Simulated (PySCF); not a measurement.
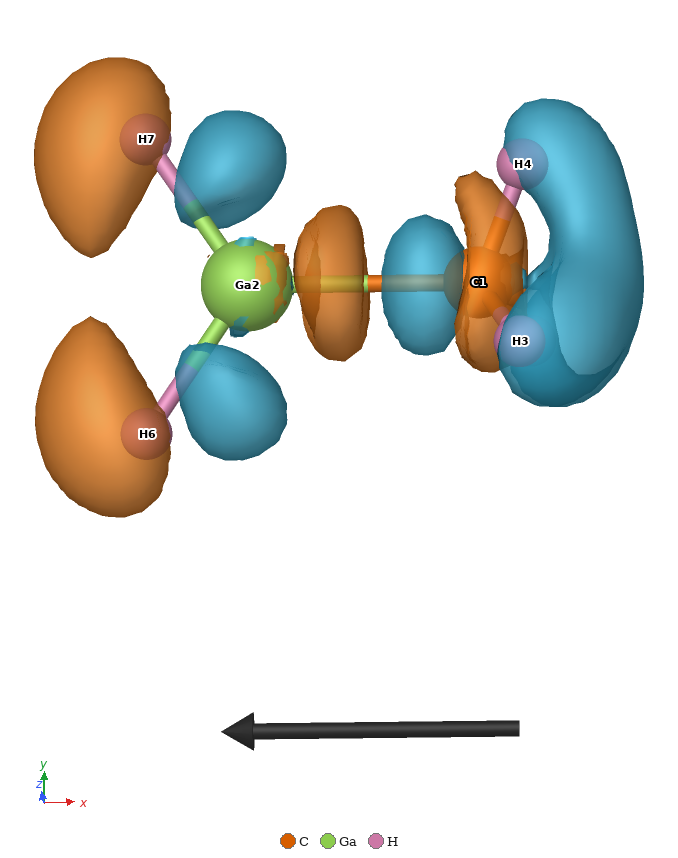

Figure. CH$_{5}$Ga, SMILES `C[GaH2]`. Change of the electron density in a uniform field of 0.21 V/Å along −x (arrow), surfaces at ±0.002 e/Å³ (light blue: gain, orange: loss).

Method: PBE0/def2-TZVP; geometry: GFN2-xTB; program: PySCF. No frequency check shows the geometry to be a minimum. A basis without diffuse functions makes polarisabilities too small. GFN2-xTB bond lengths at metals and heavier atoms can be off by up to 0.1 Å and shapes distorted, which carries into these values.

The calculation's input:

```python
import numpy as np
from pyscf import gto, scf, dft
from pyscf.scf import atom_ks, atom_hf
from scipy.linalg import block_diag

def solve(mol, dm0=None, hcore=None):
    mf = (dft.UKS if mol.spin else dft.RKS)(mol, xc='pbe0')
    mf.grids.level = 3
    mf = mf.density_fit(auxbasis='def2-universal-jkfit')
    mf.conv_tol, mf.max_cycle = 1e-8, 80
    if hcore is not None:
        mf.get_hcore = lambda *args: hcore
    mf.kernel(dm0)
    if not mf.converged:
        mf = mf.newton().run(mf.mo_coeff, mf.mo_occ, max_cycle=30)
    assert mf.converged, 'SCF not converged'
    return mf

mol = gto.M(atom='''
C      1.59968     0.00115     0.00026
Ga    -0.41871     0.00004     0.00027
H      1.99338    -0.69305     0.74929
H      1.99083     0.99986     0.21947
H      1.99654    -0.30859    -0.97131
H     -1.29494    -1.31491    -0.00379
H     -1.30385     1.30860    -0.00373
''', basis='def2-tzvp', charge=0, spin=0, verbose=4)
field = np.array([0.004, 0.0, 0.0])  # atomic units
mol.set_common_orig(mol.atom_charges() @ mol.atom_coords() / mol.atom_charges().sum())
mf = solve(mol)
out = dict(dm0=mf.make_rdm1(), d0=mf.dip_moment(unit='AU'), e0=mf.e_tot)
for name, sign in (('p', 1), ('m', -1)):
    h = mf.get_hcore() + sign * np.einsum('x,xij->ij', field, mol.intor('int1e_r'))
    mi = solve(mol, mf.make_rdm1(), h)
    out.update({'dm' + name: mi.make_rdm1(), 'd' + name: mi.dip_moment(unit='AU'), 'e' + name: mi.e_tot})
# spherically averaged free atoms, for the promolecule
atm = atom_ks.get_atm_nrks(mol, xc='pbe0')
pro = block_diag(*[(atm[a[0]][2] * atm[a[0]][3]) @ atm[a[0]][2].T for a in mol._atom])
np.savez('result.npz', pro=pro, **out)
```

Run with:

```sh
OMP_NUM_THREADS=1 python input.py
```

The run took 19 s on 1 thread of Arm Neoverse V1, with other jobs on the host, peak memory 0.51 GiB.

Partitions, critical points and surface values were worked out afterwards from this run's density.

The field was applied in both directions; the picture shows the one opposite to the script's first.

**What dipole is induced, and what polarisability does it imply?**

The induced dipole is 0.54 D (along the field); α along this axis, from the fields in both directions, is 53 bohr³ (7.9 Å³).
